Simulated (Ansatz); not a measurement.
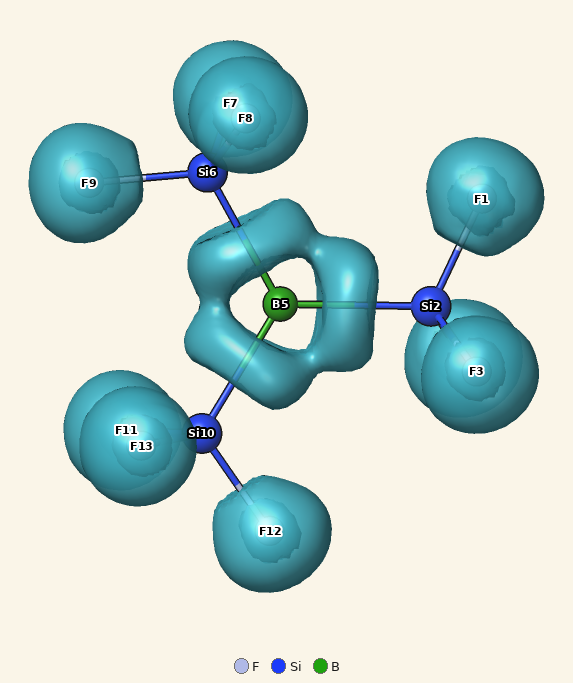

BF$_{9}$Si$_{3}$ (SMILES F[Si](F)(F)B([Si](F)(F)F)[Si](F)(F)F). Isosurface of the ELF at 0.75 (cyan), seen across its widest extent. Core shells and regions of very low density are left out.

Geometry: PBE0-D4/def2-TZVP.

The calculation used RKS PBE0-D4/def2-TZVPP in Ansatz.

```yaml
atoms:
  - { symbol: F, position_ang: [-0.0210, 1.8284, -2.3856] }
  - { symbol: Si, position_ang: [-0.6386, 0.4910, -1.8277] }
  - { symbol: F, position_ang: [-0.2634, -0.6593, -2.8380] }
  - { symbol: F, position_ang: [-2.2042, 0.6708, -1.7959] }
  - { symbol: B, position_ang: [0.0017, -0.0028, 0.0003] }
  - { symbol: Si, position_ang: [1.3053, 1.1738, 0.9552] }
  - { symbol: F, position_ang: [0.6758, 2.6078, 1.1338] }
  - { symbol: F, position_ang: [2.6258, 1.2834, 0.1014] }
  - { symbol: F, position_ang: [1.7103, 0.6548, 2.3863] }
  - { symbol: Si, position_ang: [-0.6619, -1.6729, 0.8754] }
  - { symbol: F, position_ang: [-1.3874, -1.2982, 2.2238] }
  - { symbol: F, position_ang: [-1.6839, -2.4941, 0.0022] }
  - { symbol: F, position_ang: [0.5619, -2.6175, 1.1834] }
```

Identify the bonds, lone pairs and shells in this picture.

Answer. At this value the surface marks out one region on B in which the atom's valence shell and bonds are merged and nine regions wrapped around F (its lone pairs, merged into a ring or cap). Along the contacts the grid gives the following. Si–F (1.58 Å): the ELF peaks at about 0.85 in the valence shell of F, 0.6 Å from its nucleus, and is about 0.50 at the midpoint. Si–B (2.00 Å): the ELF peaks at about 1 between the atoms, as expected for a covalent bond.
